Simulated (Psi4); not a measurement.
PF$_{2}$: geometry relaxation (part 3 of 3)

PF$_{2}$, multiplicity 2; HF/def2-SVP, UHF (Psi4 1.11). 

Geometry of the input (Å):
```
P  -0.2975  0.3146  0.3923
F  -1.0619  -0.6965  -0.5369
F  0.5250  1.0452  -0.7300
```

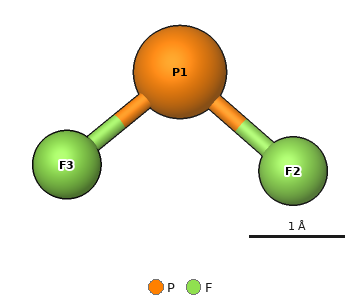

The geometry at step 2 of the log (ball-and-stick view, seen at a tilt; atoms are numbered from 1 in the order of the input).

## Output, continued
```
       Center              X                  Y                   Z               Mass
    ------------   -----------------  -----------------  -----------------  -----------------
         P            0.433628052221     0.377945022249     0.000000000000    30.973761998420
         F            0.433628052221    -1.211165446119     0.000000000000    18.998403162730
         F           -1.140587051369     0.594988440748     0.000000000000    18.998403162730

  Nuclear repulsion =  107.800960767986481

   => Auxiliary Basis Set <=

  Basis Set: (DEF2-SVP AUX)
    Blend: DEF2-UNIVERSAL-JKFIT
    Number of shells: 88
    Number of basis functions: 282
    Number of Cartesian functions: 341
    Spherical Harmonics?: true
    Max angular momentum: 4

  -Total Gradient:
     Atom            X                  Y                   Z
    ------   -----------------  -----------------  -----------------
       1        0.000436928774     0.000383159385     0.000000000000
       2       -0.000262523881    -0.000142193327    -0.000000000000
       3       -0.000174404896    -0.000240966058    -0.000000000000

	total time  =          0 seconds =       0.00 minutes

    			-----------------------------------------

    			 OPTKING 3.0: for geometry optimizations

    			        with contributions from

    			-----------------------------------------

	                            ===> Fragment 1 <==

	 Z (Atomic Numbers)          Masses                          Geom
	      15.000000            30.973762          0.81943826  0.71421258  0.00000000
	       9.000000            18.998403          0.81943826 -2.28877099  0.00000000
	       9.000000            18.998403         -2.15539715  1.12436520  0.00000000

	 - Coordinate -           - BOHR/RAD -       - ANG/DEG -
	 R(1,2)           =         3.002984           1.589110
	 R(1,3)           =         3.002977           1.589107
	 B(2,1,3)         =         1.707807          97.850109

	        --- Internal Coordinate Step in ANG or DEG, aJ/ANG or AJ/DEG ---
	-------------------------------------------------------------------------------
	           Coordinate      Previous         Force          Change          New
	           ----------      --------        ------          ------        ------
	               R(1,2)       1.58911       -0.00117       -0.00024       1.58887
	               R(1,3)       1.58911       -0.00115       -0.00024       1.58886
	             B(2,1,3)      97.85011        0.00006        0.13560      97.98571
	-------------------------------------------------------------------------------

	                                 ==> Convergence Check <==

	Measures of convergence in internal coordinates in au.

	Criteria marked as inactive (o), active & met (*), and active & unmet ( ).

	----------------------------------------------------------------------------------------------
	   Step    Total Energy     Delta E     Max Force     RMS Force      Max Disp      RMS Disp
	----------------------------------------------------------------------------------------------
	  Convergence Criteria     1.00e-06 *    3.00e-04 *             o    1.20e-03 *             o
	----------------------------------------------------------------------------------------------
	     3    -539.36448862   -3.56e-05      7.88e-04      4.70e-04 o    2.37e-03      1.42e-03 o  ~
	----------------------------------------------------------------------------------------------

Next Geometry in Ang
	Fragment 1 (Ang)

	    P   0.4328351624   0.3772531822   0.0000000000
	    F   0.4347149798  -1.2116113583   0.0000000000
	    F  -1.1408810891   0.5961261931   0.0000000000

    Structure for next step:
    Molecular point group: c1
    Full point group: Cs

    Geometry (in Angstrom), charge = 0, multiplicity = 2:

    P
    F             1          r2
    F             1          r3      2          a3

    a3        =   97.9857126159
    r2        =    1.5888656525
    r3        =    1.5888638189

gradient() will perform analytic gradient computation.

  ==> Geometry <==

    Molecular point group: c1
    Full point group: Cs

    Geometry (in Angstrom), charge = 0, multiplicity = 2:

       Center              X                  Y                   Z               Mass
    ------------   -----------------  -----------------  -----------------  -----------------
         P            0.433419006385     0.376860783787     0.000000000000    30.973761998420
         F            0.433419006385    -1.212004868749     0.000000000000    18.998403162730
         F           -1.140037190787     0.597595535314     0.000000000000    18.998403162730

  Running in c1 symmetry.

  Rotational constants: A =      0.90894  B =      0.30861  C =      0.23039 [cm^-1]
  Rotational constants: A =  27249.32199  B =   9251.89464  C =   6906.83433 [MHz]
  Nuclear repulsion =  107.799091965472059

  Charge       = 0
  Multiplicity = 2
  Electrons    = 33
  Nalpha       = 17
  Nbeta        = 16

   => Auxiliary Basis Set <=

  Basis Set: (DEF2-SVP AUX)
    Blend: DEF2-UNIVERSAL-JKFIT
    Number of shells: 88
    Number of basis functions: 282
    Number of Cartesian functions: 341
    Spherical Harmonics?: true
    Max angular momentum: 4

  Minimum eigenvalue in the overlap matrix is 4.1030885596E-02.
  Reciprocal condition number of the overlap matrix is 1.3025341113E-02.
    Using symmetric orthogonalization.

  ==> Iterations <==

                           Total Energy        Delta E     RMS |[F,P]|

   @DF-UHF iter   0:  -539.36479265504181   -5.39365e+02   7.19569e-05
   @DF-UHF iter   1:  -539.36448934270254    3.03312e-04   1.11426e-05 DIIS
   @DF-UHF iter   2:  -539.36448957333914   -2.30637e-07   5.04299e-06 DIIS
   @DF-UHF iter   3:  -539.36448960809116   -3.47520e-08   2.39557e-06 DIIS
   @DF-UHF iter   4:  -539.36448961718020   -9.08904e-09   3.19531e-07 DIIS
   @DF-UHF iter   5:  -539.36448961748874   -3.08546e-10   1.26337e-07 DIIS
   @DF-UHF iter   6:  -539.36448961755968   -7.09406e-11   6.50126e-08 DIIS
   @DF-UHF iter   7:  -539.36448961758015   -2.04636e-11   4.30130e-08 DIIS
   @DF-UHF iter   8:  -539.36448961759345   -1.33014e-11   1.91639e-08 DIIS
   @DF-UHF iter   9:  -539.36448961759640   -2.95586e-12   6.81195e-09 DIIS
  Energy and wave function converged.

  ==> Post-Iterations <==

   @Spin Contamination Metric:   2.157123531E-02
   @S^2 Expected:                7.500000000E-01
   @S^2 Observed:                7.715712353E-01
   @S   Expected:                5.000000000E-01
   @S   Observed:                5.000000000E-01

    Orbital Energies [Eh]
    ---------------------

    Alpha Occupied:

       1A    -80.050263     2A    -26.314806     3A    -26.314768
       4A     -7.610091     5A     -5.517199     6A     -5.505647
       7A     -5.502235     8A     -1.628739     9A     -1.591421
      10A     -0.891421    11A     -0.751450    12A     -0.741587
      13A     -0.728445    14A     -0.698770    15A     -0.655235
      16A     -0.543420    17A     -0.367275

    Alpha Virtual:

      18A      0.138152    19A      0.192264    20A      0.368633
      21A      0.651364    22A      0.707804    23A      0.726218
      24A      0.729266    25A      0.745241    26A      0.814481
      27A      0.876172    28A      1.096622    29A      1.443841
      30A      1.493446    31A      1.497020    32A      1.530056
      33A      1.541058    34A      1.619124    35A      1.899452
      36A      2.003547    37A      3.395045    38A      3.411431
      39A      3.413881    40A      3.418195    41A      3.421530
      42A      3.484409    43A      3.504874    44A      3.607992
      45A      3.833527    46A      3.985281

    Beta Occupied:

       1A    -80.042849     2A    -26.310187     3A    -26.310152
       4A     -7.601117     5A     -5.501558     6A     -5.500503
       7A     -5.482784     8A     -1.616124     9A     -1.580126
      10A     -0.854033    11A     -0.744485    12A     -0.723521
      13A     -0.695432    14A     -0.660459    15A     -0.653230
      16A     -0.492886

    Beta Virtual:

      17A      0.064815    18A      0.152745    19A      0.237465
      20A      0.390137    21A      0.713979    22A      0.729237
      23A      0.737046    24A      0.801985    25A      0.819846
      26A      0.823053    27A      0.943062    28A      1.102378
      29A      1.445839    30A      1.496317    31A      1.514541
      32A      1.534919    33A      1.559174    34A      1.621297
      35A      1.902112    36A      2.008698    37A      3.395935
      38A      3.418453    39A      3.421235    40A      3.425593
      41A      3.428569    42A      3.494531    43A      3.516056
      44A      3.609527    45A      3.839899    46A      3.990751

    Final Occupation by Irrep:
              A
    DOCC [    16 ]
    SOCC [     1 ]
    NA   [    17 ]
    NB   [    16 ]

  @DF-UHF Final Energy:  -539.36448961759640

   => Energetics <=

    Nuclear Repulsion Energy =            107.7990919654720585
    One-Electron Energy =                -964.1449441513652800
    Two-Electron Energy =                 316.9813625682969018
    Total Energy =                       -539.3644896175962913

  UHF NO Occupations:
  HONO-2 :   15  A 1.9997294
  HONO-1 :   16  A 1.9896433
  HONO-0 :   17  A 1.0000000
  LUNO+0 :   18  A 0.0103567
  LUNO+1 :   19  A 0.0002706
  LUNO+2 :   20  A 0.0001418
  LUNO+3 :   21  A 0.0000361

Computation Completed

Properties will be evaluated at   0.000000,   0.000000,   0.000000 [a0]

Properties computed using the SCF density matrix

 Multipole Moments:

 ------------------------------------------------------------------------------------
     Multipole            Electronic (a.u.)      Nuclear  (a.u.)        Total (a.u.)
 ------------------------------------------------------------------------------------

 L = 1.  Multiply by 2.5417464519 to convert [e a0] to [Debye]
 Dipole X            :          0.2416989            0.2678147            0.5095136
 Dipole Y            :          0.2101630            0.2328667            0.4430297
 Dipole Z            :          0.0000000            0.0000000            0.0000000
 Magnitude           :                                                    0.6751885

 ------------------------------------------------------------------------------------

	total time  =          0 seconds =       0.00 minutes

         ------------------------------------------------------------
                                   SCF GRAD
         ------------------------------------------------------------

  ==> Geometry <==

    Molecular point group: c1
    Full point group: Cs

    Geometry (in Angstrom), charge = 0, multiplicity = 2:

       Center              X                  Y                   Z               Mass
    ------------   -----------------  -----------------  -----------------  -----------------
         P            0.433419006385     0.376860783787     0.000000000000    30.973761998420
         F            0.433419006385    -1.212004868749     0.000000000000    18.998403162730
         F           -1.140037190787     0.597595535314     0.000000000000    18.998403162730

  Nuclear repulsion =  107.799091965472101

   => Auxiliary Basis Set <=

  Basis Set: (DEF2-SVP AUX)
    Blend: DEF2-UNIVERSAL-JKFIT
    Number of shells: 88
    Number of basis functions: 282
    Number of Cartesian functions: 341
    Spherical Harmonics?: true
    Max angular momentum: 4

  -Total Gradient:
     Atom            X                  Y                   Z
    ------   -----------------  -----------------  -----------------
       1       -0.000000734213     0.000000600157     0.000000000000
       2        0.000001474168    -0.000002187366    -0.000000000000
       3       -0.000000739959     0.000001587208    -0.000000000000

	total time  =          0 seconds =       0.00 minutes

    			-----------------------------------------

    			 OPTKING 3.0: for geometry optimizations

    			        with contributions from

    			-----------------------------------------

	                            ===> Fragment 1 <==

	 Z (Atomic Numbers)          Masses                          Geom
	      15.000000            30.973762          0.81904322  0.71216367  0.00000000
	       9.000000            18.998403          0.81904322 -2.29035726  0.00000000
	       9.000000            18.998403         -2.15435806  1.12929190  0.00000000

	 - Coordinate -           - BOHR/RAD -       - ANG/DEG -
	 R(1,2)           =         3.002521           1.588866
	 R(1,3)           =         3.002517           1.588864
	 B(2,1,3)         =         1.710173          97.985713

	        --- Internal Coordinate Step in ANG or DEG, aJ/ANG or AJ/DEG ---
	-------------------------------------------------------------------------------
	           Coordinate      Previous         Force          Change          New
	           ----------      --------        ------          ------        ------
	               R(1,2)       1.58887       -0.00002       -0.00000       1.58886
	               R(1,3)       1.58886       -0.00001       -0.00000       1.58886
	             B(2,1,3)      97.98571       -0.00000       -0.00071      97.98501
	-------------------------------------------------------------------------------

	                                 ==> Convergence Check <==

	Measures of convergence in internal coordinates in au.

	Criteria marked as inactive (o), active & met (*), and active & unmet ( ).

	----------------------------------------------------------------------------------------------
	   Step    Total Energy     Delta E     Max Force     RMS Force      Max Disp      RMS Disp
	----------------------------------------------------------------------------------------------
	  Convergence Criteria     1.00e-06 *    3.00e-04 *             o    1.20e-03 *             o
	----------------------------------------------------------------------------------------------
	     4    -539.36448962   -9.93e-07 *    4.42e-06 *    2.90e-06 o    1.23e-05 *    7.58e-06 o  ~
	----------------------------------------------------------------------------------------------

Next Geometry in Ang
	Fragment 1 (Ang)

	    P   0.4334224654   0.3768632569   0.0000000000
	    F   0.4334124046  -1.2120002345   0.0000000000
	    F  -1.1400340480   0.5975884280   0.0000000000

    Final optimized geometry and variables:
    Molecular point group: c1
    Full point group: Cs

    Geometry (in Angstrom), charge = 0, multiplicity = 2:

    P
    F             1          r2
    F             1          r3      2          a3

    a3        =   97.9857126159
    r2        =    1.5888656525
    r3        =    1.5888638189

    Psi4 run time: 0:00:02.41

[set-up sections that repeat, and orbital energies of the middle runs, are left out above]
```

## Standard output
```
Optimizer: Optimization complete!
```

## Trajectory as extended XYZ (Å, eV, eV/Å), 4 frames, from step=0 to step=3
```
3
Properties=species:S:1:pos:R:3:forces:R:3 step=0 energy=-14676.84270
P    -0.2975    0.3146    0.3923   -0.0251   0.1136   0.8410
F    -1.0619   -0.6965   -0.5369   -0.3857  -0.4938  -0.3713
F     0.5250    1.0452   -0.7300    0.4108   0.3802  -0.4698
3
Properties=species:S:1:pos:R:3:forces:R:3 step=1 energy=-14676.85446
P    -0.3006    0.3110    0.3920   -0.0098   0.0355   0.2761
F    -1.0714   -0.7085   -0.5449   -0.0554  -0.0841  -0.1312
F     0.5396    1.0630   -0.7214    0.0652   0.0485  -0.1449
3
Properties=species:S:1:pos:R:3:forces:R:3 step=2 energy=-14676.85543
P    -0.2986    0.3141    0.3970    0.0008  -0.0041  -0.0296
F    -1.0715   -0.7082   -0.5425   -0.0027  -0.0005   0.0151
F     0.5365    1.0577   -0.7321    0.0019   0.0045   0.0145
3
Properties=species:S:1:pos:R:3:forces:R:3 step=3 energy=-14676.85545
P    -0.2991    0.3135    0.3962    0.0000   0.0000   0.0000
F    -1.0719   -0.7087   -0.5432    0.0001   0.0001   0.0000
F     0.5375    1.0592   -0.7301   -0.0001  -0.0001   0.0000
```

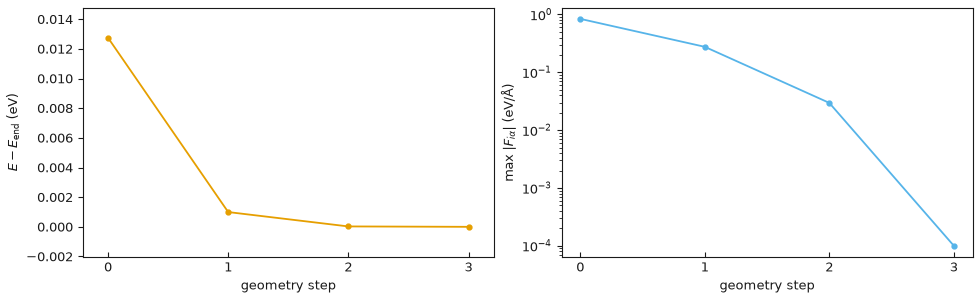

Progress of the relaxation, step by step (steps are counted from 0).

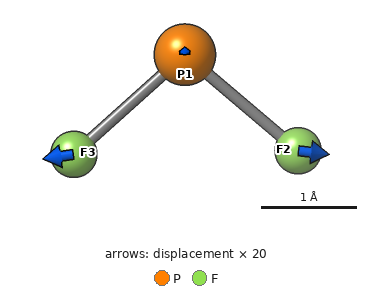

The starting structure with the displacements as blue arrows, magnified 20 times (ball-and-stick view, seen at a tilt). The two geometries are laid on each other by the best rigid fit. Over 3 geometry steps the energy falls by 0.013 eV. Largest force component: 0.84 eV/Å at the start, under 0.0001 eV/Å at the end. The largest moves after the best rigid fit, 0.017 Å, are those of F2 and F3. Largest moves by element: F 0.017 Å, P 0.005 Å. Among the contacts that change: P1–F2 1.572 → 1.589 Å. (Atoms are counted from 1 in the order of the input.)

## Summary

| quantity | value |
| --- | --- |
| outcome | converged |
| total energy | −539.364490 hartree |
| ⟨S²⟩ | 0.772 |
| dipole moment | 1.72 D |
| wall time | 3.6 s |
| peak memory | 0.22 GiB |
